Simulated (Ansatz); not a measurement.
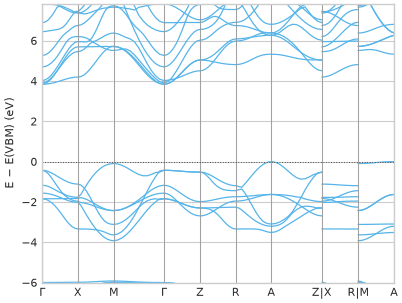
Fig. 1. Band structure from plane-wave PAW r²SCAN (Ansatz code)

### Question
Read off the gap and where the band edges lie.

### Answer
About 3.8 eV (3.84 eV by a search for the band edges); maximum at A, minimum at Γ.

### Question
Pick the material that matches.
A) BaTiO3, P4mm (Ba on 1b, Ti on 1a, O on 2c, O on 1a)
B) YSiNO2, P4/mmm (Y on 1b, Si on 1c, N on 1d, O on 2f)
C) SrScO2F, P4/mmm (Sr on 1d, Sc on 1a, O on 2f, F on 1b)
D) BaCuSF, P4/nmm (Ba on 2c, Cu on 2b, S on 2c, F on 2a)

### Answer
C, SrScO2F, P4/mmm (Sr on 1d, Sc on 1a, O on 2f, F on 1b)

The start of the workflow was typed in or built on a structure type; neither database checked (COD, Materials Project) lists it. Its standing as an ambient phase is unchecked. The r²SCAN relaxation kept the symmetry of its start; whether a distortion lowers the energy is not shown. The run is not spin-polarised. The volume moved by -16 % from the start of the relaxation. Scalar-relativistic: spin–orbit coupling is off unless named, which matters more the heavier the elements.

Potentials: the earlier of the program's two PAW sets.
